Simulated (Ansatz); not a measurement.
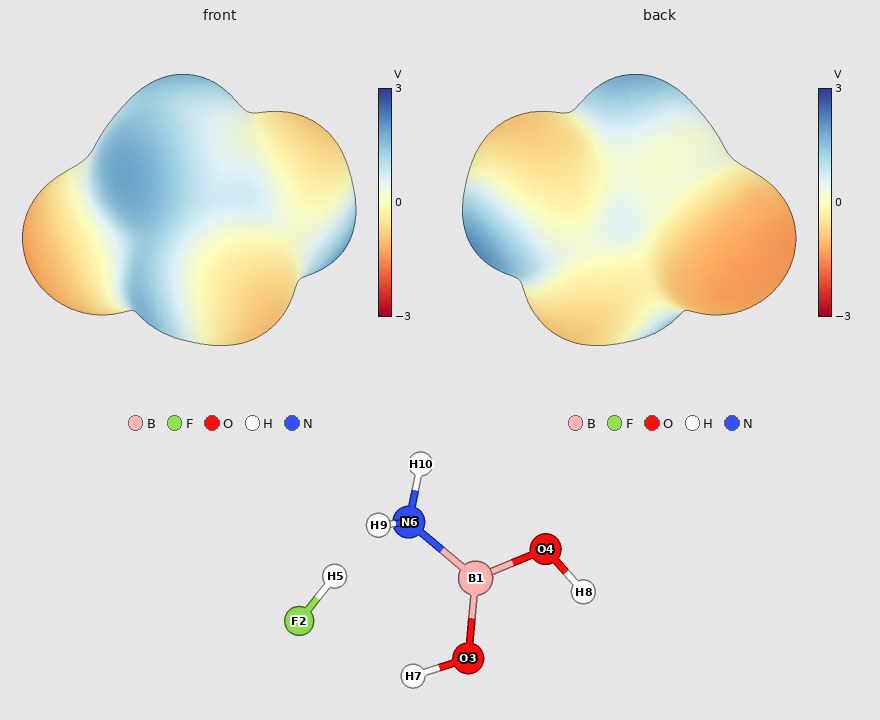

The picture shows: BH$_{4}$NO$_{2}$···HF. The molecular electrostatic potential painted on the density surface at 0.001 e/bohr³, seen from the front and from behind; red is negative and blue positive. The bare structure is drawn below in the same view.

The product side of a reaction path; geometry: PBE0-D4/def2-TZVP.

Theory: RKS PBE0-D4/def2-TZVPP in Ansatz.

```yaml
atoms:
  - { symbol: B, position_ang: [-0.6094, 0.3671, 0.0289] }
  - { symbol: F, position_ang: [2.0179, -0.8992, -1.0083] }
  - { symbol: O, position_ang: [-0.0167, 1.3595, -0.6938] }
  - { symbol: O, position_ang: [-1.9599, 0.2035, -0.0092] }
  - { symbol: H, position_ang: [1.3155, -1.0199, -0.3698] }
  - { symbol: N, position_ang: [0.1679, -0.5735, 0.8141] }
  - { symbol: H, position_ang: [0.9257, 1.2251, -0.8330] }
  - { symbol: H, position_ang: [-2.3730, 0.7864, -0.6512] }
  - { symbol: H, position_ang: [0.8974, -0.1880, 1.3970] }
  - { symbol: H, position_ang: [-0.3653, -1.2611, 1.3254] }
```

Q: Describe the electrostatic potential map.

A: The most negative region (about −1.4 V) lies over F2, the most positive (about +2.0 V) over H8.
